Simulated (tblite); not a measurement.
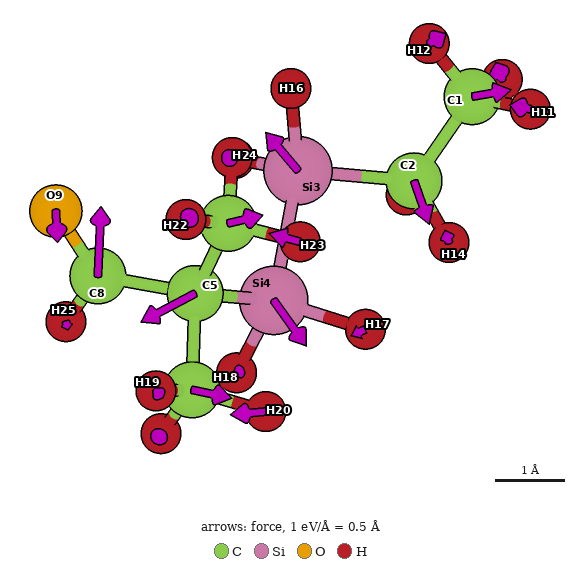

Starting geometry of C$_{6}$H$_{16}$OSi$_{2}$ with the computed forces as purple arrows. A ball-and-stick model, seen from a free direction.

Theory: GFN2-xTB geometry optimisation, gas phase (tblite). 

**What follows when this structure is relaxed?**

It isn't relaxed: the largest force vector, on a C atom, is 2.46 eV/Å. The final displacements have little in common with the starting forces (cosine between the two patterns 0.13). The largest move after the best rigid fit is that of an H atom, 1.91 Å. By element the largest moves are H 1.91 Å, O 1.68 Å, C 0.77 Å, Si 0.39 Å. Some distances before and after: C–Si 1.839 → 1.950 Å, Si–Si 2.210 → 2.321 Å, C–Si 1.864 → 1.913 Å, C–H 1.127 → 1.088 Å. Among the angles between lasting bonds that change: Si–Si–H 105.9° → 120.6°, Si–C–C 111.8° → 101.5°, Si–Si–C 115.9° → 106.8°. Groups turn about C–C by about 60°, C–Si by about 50°, C–C by about 50°. Over 202 geometry steps the energy falls by 0.983 eV. The run took 6.7 s on 1 thread of Intel(R) Xeon(R) Processor @ 2.50GHz, with other jobs on the host.
